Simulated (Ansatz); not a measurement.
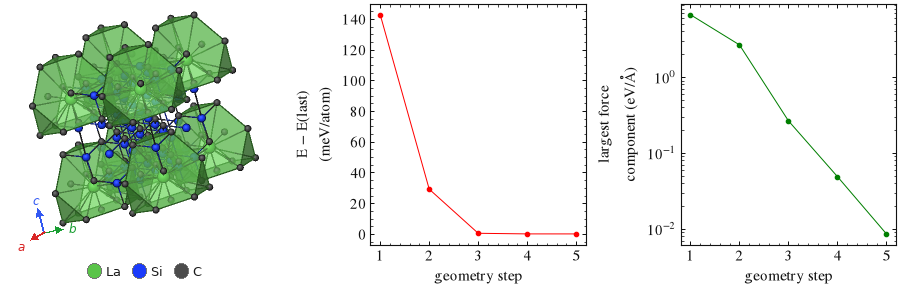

Beside the plot: the structure at the start.

History of a geometry optimisation. Only the atoms move.

- system: LaSi$_{26}$C$_{27}$ (defect cell, 54 atoms in the cell, total charge −1)
- method: DFT, PBE, plane-wave PAW, default files, scalar-relativistic (Ansatz); cutoff 420 eV, 3×3×3 k-mesh, Fermi–Dirac smearing of 0.01 eV

Q: How did the optimisation end?

A: The optimisation met its thresholds at geometry 5, counting the start as the first. The energy fell by about 140 meV/atom from the first step to the last. The largest force component goes from about 6.6 eV/Å at the start to 9 × 10⁻³ eV/Å at the end.
